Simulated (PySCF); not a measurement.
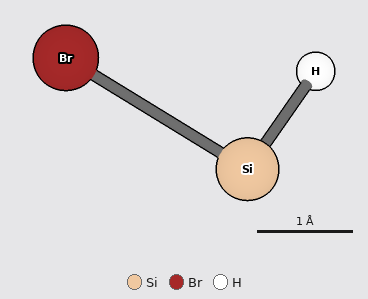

*The input geometry (ball-and-stick view, seen at a tilt).*

## Localise calculation of SiHBr

SiHBr, SMILES [SiH]Br, computed with BHLYP/6-31G**, RKS (PySCF 2.14.0).

The geometry comes from this level: PBE0-D4/def2-TZVP.

### Log
```
converged SCF energy = -2863.89835978377
E(BHLYP) = -2863.898359784
orbital  centre (A)  spread (bohr^2)
  1    1.3411    0.4015    0.7816    0.4285
  2    1.3410    0.4015    0.7815    0.4280
  3    1.3408    0.4016    0.7814    0.4281
  4    1.3409    0.4015    0.7813    0.4277
  5    1.3412    0.4016    0.7814    0.4281
  6    1.6588    0.3560    0.9532    3.2483
  7   -0.6976   -0.6273   -0.4474    3.7675
  8    0.6688    0.4416    0.4129    4.6477
  9    1.1768    0.4106    0.6913    6.3198
 10    1.3128    0.4272    0.7683    5.4320
 11   -0.9056    0.9816   -0.4074    5.1945
```

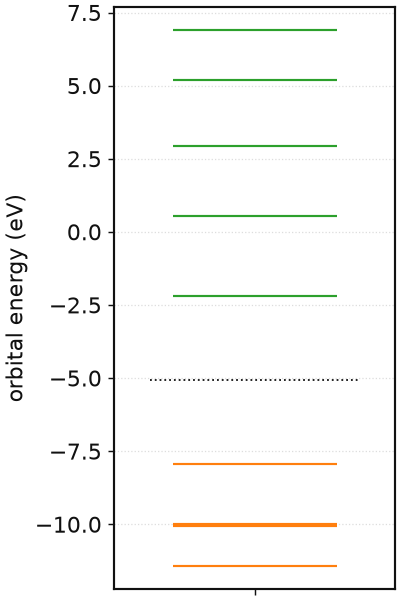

*Orbital energies near the frontier; the dotted line parts filled from empty levels, and levels within 0.02 eV of each other stand side by side.*

Highest filled −7.95 eV, lowest empty −2.20 eV, 5.75 eV apart.

The run was set up as follows.

### Input (run.py)
```python
# [SiH]Br
import numpy
from pyscf import gto, dft, lo

mol = gto.M(
    atom='start.xyz',
    max_memory=1860,
    basis='6-31g**',
    verbose=3,
)

calc0 = dft.RKS(mol)
calc0.xc = 'bhandhlyp'
calc0.kernel()

e_final = calc0.e_tot
print('E(%s) = %.9f' % ('BHLYP', e_final))
occ = calc0.mo_coeff[:, 14:mol.nelec[0]]
loc = lo.PM(mol, occ).kernel()
r1 = numpy.einsum('xij,ip,jp->px', mol.intor('int1e_r'), loc, loc)
spread = numpy.einsum('ij,ip,jp->p', mol.intor('int1e_r2'), loc, loc) - (r1 ** 2).sum(1)
centres = r1 * 0.529177
print('orbital  centre (A)  spread (bohr^2)')
for i, (c, s) in enumerate(zip(centres, spread), 1):
    print('%3d %9.4f %9.4f %9.4f %9.4f' % (i, *c, s))
```

### File start.xyz
```
3

Si    -0.624700     0.521900    -0.296100
Br     1.340900     0.401500     0.781400
H     -0.727100    -0.988300    -0.498600
```

Launched with:
```bash
OMP_NUM_THREADS=1 python run.py
```

### Results in brief

- outcome: converged
- total energy: −2863.898360 hartree
- basis functions: 55
- HOMO: −7.95 eV
- LUMO: −2.20 eV
- dipole moment: 1.52 D
- hardware: 1 thread of Arm Neoverse V1, 24 GiB of memory available, shared host
- wall time: 3.3 s
- peak memory: 0.23 GiB

Settings chosen away from the usual ones: tied set to false; basis set to 6-31G** (from cc-pVTZ).
